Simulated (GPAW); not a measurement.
# Optical response of TiPt3, part 2 of 2

Aim: the dielectric function of TiPt3, and the optical constants that follow from it. The cell comes from an older database entry, whose edges can differ from later determinations, mostly by under a per cent.

GPAW 26.7.0; DFT, PBE, plane-wave PAW (GPAW data sets), scalar-relativistic, RPA, optical limit.

So far. Step 2 (Ground state): There are states at the Fermi level within the smearing, so the occupations stay smeared and the carriers get a Drude term.

The database entry behind the starting cell is an old determination (1943), so it need not match the best structure at ambient conditions.

**4. Dielectric function, RPA**

Local fields let the induced charge screen the field inside the cell, which as a rule lowers ε, most along directions where the density is uneven.

This step: DFT, PBE, plane-wave PAW (GPAW data sets), scalar-relativistic, RPA, optical limit (GPAW 26.7.0).

The input, df.py:

```python
from gpaw.response.df import DielectricFunction

df = DielectricFunction('full.gpw', frequencies={'type': 'nonlinear', 'domega0': 0.03, 'omega2': 8},
                        ecut=50,
                        eta=0.15,
                        nbands=59,
                        rate=0.05,
                        txt='df.txt')
for direction in ['x']:
    df.get_dielectric_function(xc='RPA', direction=direction, filename=f'df_{direction}.csv')
```

On the command line:

```console
> OMP_NUM_THREADS=1 python df.py
```

Numbers of over 12 decimals in the logs are rounded to 6 here.

The log of the run:

```text
Using integrator: PointIntegrator
NonLinearFrequencyDescriptor(from 0.000 to 89.005 eV, 530 points)
Nonperiodic BCs:  [False False False]
Using integrator: PointIntegrator
NonLinearFrequencyDescriptor(from 0.000 to 89.005 eV, 530 points)
Nonperiodic BCs:  [False False False]
Using integrator: PointIntegrator

Calculating chi0 body with:
    Ground state adapter containing:
    Number of spins: 1
    Number of kpoints: 1331
    Number of irreducible kpoints: 56
    Number of completely occupied states: 25
    Number of partially occupied states: 34

    Linear response parametrization:
    q_c: [0.0, 0.0, 0.0]
    Number of frequency points: 530
    Planewave cutoff: 50.0
    Number of bands: 59
    Number of planewaves: 57
    Broadening (eta): 0.15

Integrating chi0 body.

Symmetries of q_c:
    Direct symmetries (Uq -> q): 48
    Indirect symmetries (TUq -> q): 0
In total 48 allowed symmetries.

56 groups of equivalent kpoints. 95.792637% reduction.

Integral kind: spectral function

Calculating chi0 optical extensions with:
    Ground state adapter containing:
    Number of spins: 1
    Number of kpoints: 1331
    Number of irreducible kpoints: 56
    Number of completely occupied states: 25
    Number of partially occupied states: 34

    Linear response parametrization:
    Number of frequency points: 530
    Planewave cutoff: 50.0
    Number of bands: 59
    Number of planewaves: 57
    Broadening (eta): 0.15
Integrating chi0 head and wings.

Symmetries of q_c:
    Direct symmetries (Uq -> q): 48
    Indirect symmetries (TUq -> q): 0
In total 48 allowed symmetries.

56 groups of equivalent kpoints. 95.792637% reduction.

Integral kind: spectral function wings

Calculating drude chi0 with:
    Number of frequency points:530
    Plasma frequency decay rate: 0.05 eV

    Ground state adapter containing:
    Number of spins: 1
    Number of kpoints: 1331
    Number of irreducible kpoints: 56
    Number of completely occupied states: 25
    Number of partially occupied states: 34

Symmetries of q_c:
    Direct symmetries (Uq -> q): 48
    Indirect symmetries (TUq -> q): 0
In total 48 allowed symmetries.

56 groups of equivalent kpoints. 95.792637% reduction.

Integral kind: intraband
Plasma frequency:
[[1.9+0.j 0. +0.j 0. +0.j]
 [0. +0.j 1.9+0.j 0. +0.j]
 [0. +0.j 0. +0.j 1.9+0.j]]
```

Wall time 36 s (1 thread of Arm Neoverse V1, shared host); peak memory 0.33 GiB.

Some rows of df_x.csv (energy; Re and Im without local fields; Re and Im with them):

```text
0.000000, 1530.860949, 0.000000, 1530.510405, 0.000000
0.460735, 27.800879, 25.496774, 27.415197, 25.470666
0.943989, 29.246158, 29.066596, 28.871422, 28.989202
1.451455, 24.557209, 25.228215, 24.101827, 25.125994
1.984998, 13.502733, 34.360799, 13.050359, 34.029371
2.546682, 2.864824, 36.386759, 2.492557, 35.838977
3.138794, -7.761322, 21.501326, -7.628151, 21.077952
3.763875, -7.942182, 13.536683, -7.843764, 13.230038
4.424758, -5.976778, 8.431902, -5.813353, 8.293493
5.124608, -3.745498, 6.510279, -3.614486, 6.451252
5.866977, -2.562039, 5.330509, -2.517639, 5.341329
6.655862, -1.453011, 4.643410, -1.401437, 4.624155
7.495775, -1.080430, 4.416140, -1.076685, 4.426266
8.391833, -0.950620, 3.971502, -0.956671, 4.034667
9.349861, -0.868740, 3.709011, -0.920860, 3.732422
10.376517, -1.243515, 2.544726, -1.360998, 2.584153
11.479449, -0.457455, 2.058603, -0.603970, 2.029171
12.667487, -0.070754, 2.112597, -0.202171, 1.994823
13.950874, -0.065438, 1.726429, -0.157497, 1.606807
```

Sum at mesh points, not converged in k. The Im ε, E ∥ x by photon energy; read off at these points:

| photon energy (eV) | Im ε, E ∥ x |
| --- | --- |
| 1.0 | 29.3 |
| 1.9 | 35.8 |
| 2.0 | 33.8 |
| 2.5 | 36.2 |
| 3.0 | 24.2 |
| 4.0 | 11.5 |
| 5.0 | 6.70 |
| 6.0 | 5.07 |
| 7.0 | 4.40 |
| 8.0 | 3.84 |
| 9.0 | 3.23 |
| 10.0 | 2.87 |
| 11.0 | 2.05 |
| 12.0 | 1.91 |
| 13.0 | 1.70 |

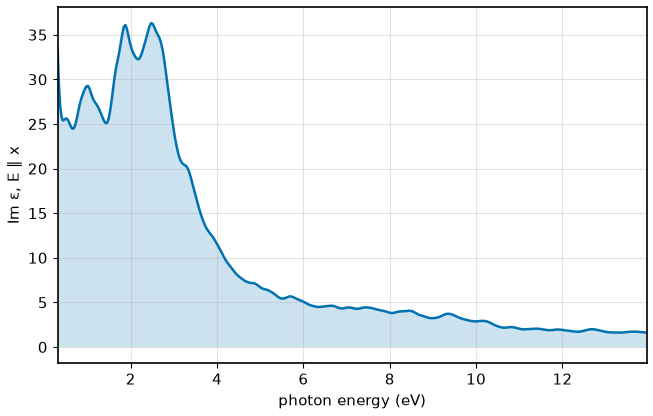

Im ε, E ∥ x, plotted against photon energy.

Values under 1 per cm are given as 1; sum at mesh points, not converged in k. Table of absorption coefficient, E ∥ x by photon energy:

| photon energy (eV) | absorption coefficient, E ∥ x (1/cm) |
| --- | --- |
| 1.01 | 2.6e5 |
| 1.99 | 6.9e5 |
| 3.02 | 1.3e6 |
| 3.98 | 1.3e6 |
| 4.98 | 1.2e6 |
| 6.02 | 1.2e6 |
| 6.99 | 1.2e6 |
| 8.03 | 1.3e6 |
| 9.02 | 1.3e6 |
| 10.03 | 1.5e6 |
| 11.03 | 1.4e6 |
| 12.02 | 1.3e6 |
| 13.00 | 1.3e6 |

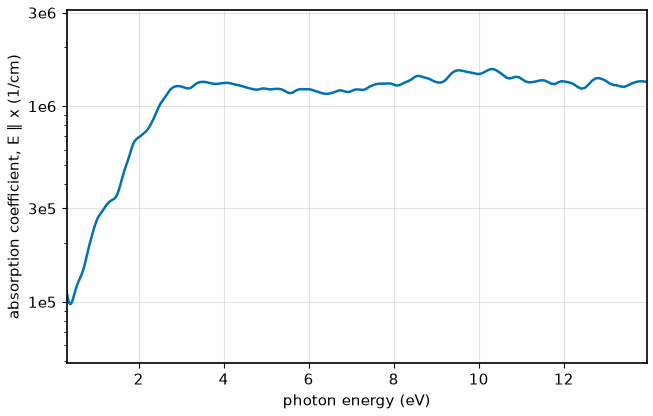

Absorption coefficient, E ∥ x, plotted against photon energy.

Sum at mesh points, not converged in k. Im ε, E ∥ x against photon energy; read off at these points:

| photon energy (eV) | without local fields | with local fields |
| --- | --- | --- |
| 1.0 | 29.3 | 29.3 |
| 1.9 | 36.1 | 35.8 |
| 2.0 | 34.1 | 33.8 |
| 2.5 | 36.8 | 36.2 |
| 3.0 | 24.7 | 24.2 |
| 4.0 | 11.8 | 11.5 |
| 5.0 | 6.76 | 6.70 |
| 6.0 | 5.07 | 5.07 |
| 7.0 | 4.39 | 4.40 |
| 8.0 | 3.83 | 3.84 |
| 9.0 | 3.20 | 3.23 |
| 10.0 | 2.83 | 2.87 |
| 11.0 | 2.04 | 2.05 |
| 12.0 | 1.96 | 1.91 |
| 13.0 | 1.82 | 1.70 |

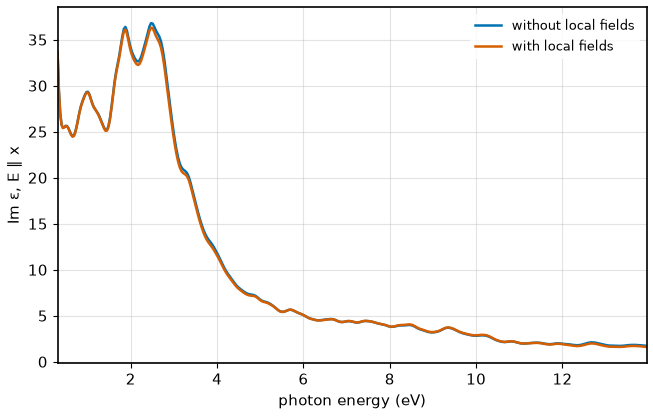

Im ε, E ∥ x, plotted against photon energy.

Sum at mesh points, not converged in k. Loss function −Im 1/ε at q → 0, E ∥ x against energy loss; read off at these points:

| energy loss (eV) | loss function −Im 1/ε at q → 0, E ∥ x |
| --- | --- |
| 1.0 | 0.0184 |
| 2.0 | 0.0259 |
| 3.0 | 0.0367 |
| 4.0 | 0.0618 |
| 5.0 | 0.111 |
| 6.0 | 0.161 |
| 7.0 | 0.214 |
| 8.0 | 0.242 |
| 9.0 | 0.288 |
| 10.0 | 0.305 |
| 11.0 | 0.416 |
| 12.0 | 0.496 |
| 12.3 | 0.562 |
| 13.0 | 0.566 |
| 13.3 | 0.613 |

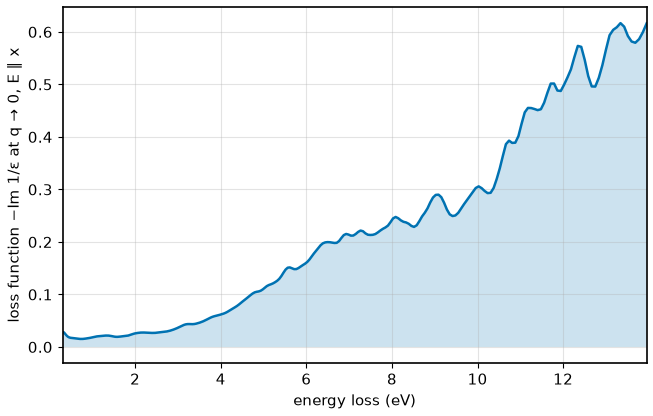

Loss function −Im 1/ε at q → 0, E ∥ x, plotted against energy loss.

The reflectivity at normal incidence, E ∥ x has structure finer than the step of the table below, so its rows give means over 0.5 eV, whole bins alone (the curve runs from 0.305 to 14.0 eV). Peaks (eV: height): 2.90: 64.6, 10.38: 37.9.

Sum at mesh points, not converged in k. The reflectivity at normal incidence, E ∥ x by photon energy; means over each step:

| photon energy (eV) | reflectivity at normal incidence, E ∥ x (%) |
| --- | --- |
| 1.0 | 55.4 |
| 1.5 | 54.8 |
| 2.0 | 57.9 |
| 2.5 | 60.9 |
| 3.0 | 63.5 |
| 3.5 | 62.7 |
| 4.0 | 60.9 |
| 4.5 | 57.0 |
| 5.0 | 51.7 |
| 5.5 | 47.2 |
| 6.0 | 44.3 |
| 6.5 | 38.9 |
| 7.0 | 36.3 |
| 7.5 | 35.5 |
| 8.0 | 34.6 |
| 8.5 | 35.3 |
| 9.0 | 32.8 |
| 9.5 | 35.1 |
| 10.0 | 35.0 |
| 10.5 | 36.0 |
| 11.0 | 31.2 |
| 11.5 | 27.8 |
| 12.0 | 25.7 |
| 12.5 | 22.2 |
| 13.0 | 23.5 |
| 13.5 | 20.1 |

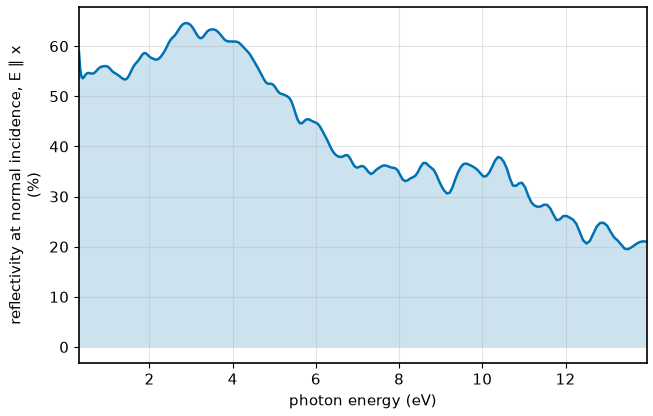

Reflectivity at normal incidence, E ∥ x against photon energy.

From ε follow the optical constants at some laser and lamp lines:

| wavelength (nm) | n | k | R (%) | 1/α |
| --- | --- | --- | --- | --- |
| 1550 | 6.05 | 2.212 | 55.7 | 56 nm |
| 1064 | 5.50 | 2.498 | 54.6 | 34 nm |
| 800 | 5.63 | 2.434 | 54.8 | 26 nm |
| 450 | 3.76 | 4.364 | 63.9 | 8.2 nm |
| 405 | 2.80 | 4.020 | 63.4 | 8.0 nm |
| 248 | 1.38 | 2.421 | 52.0 | 8.2 nm |
| 193 | 1.27 | 1.775 | 38.8 | 8.7 nm |

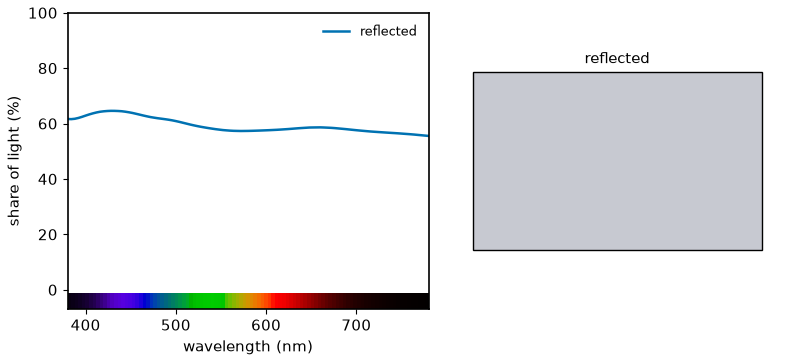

Light reflected across the visible range, with the colour that it makes of daylight (sRGB).

A polished face would reflect 58 % of daylight and look light grey (CIE x = 0.305, y = 0.319 under D65).

**5. Results**

In words: At this level (PBE, RPA) TiPt3 is a metal. The mesh is too coarse to trust the carriers' weight, the reflectivity or the colour to better than tens of per cent. A polished face would reflect 58 % of daylight and look light grey (CIE x = 0.305, y = 0.319 under D65). The carriers' damping of 0.05 eV is typed, not computed; it shapes the response at the lowest energies. Spin-orbit coupling is left out although heavy atoms are present. In this version of GPAW the matrix elements of the optical limit are incomplete, which can lower ε − 1 by up to a tenth where first-row anions or d states rule, and shift it by more in d metals. GPAW's carrier term has the form −ωp²/(ω + i·rate)², which damps like twice the rate and fails at low energy, so the curves leave the lowest energies out. The sum runs over mesh points 0.15 Å⁻¹ apart with no interpolation, so peaks are partly noise of the mesh, and the Drude plasma energy, a sum over the Fermi surface, isn't converged.

[Machine, clock and banner lines and Python warnings are left out of the logs.]

[Logs are printed without paths, hosts, clocks, repeated set-up lines and the standing remarks that a program may print on its own settings, such as how far it seeks lower states.]

[Hosts, paths, dates, database ids (printed as entryN), source tags and the programs' standing remarks are cut or masked in the printed files.]
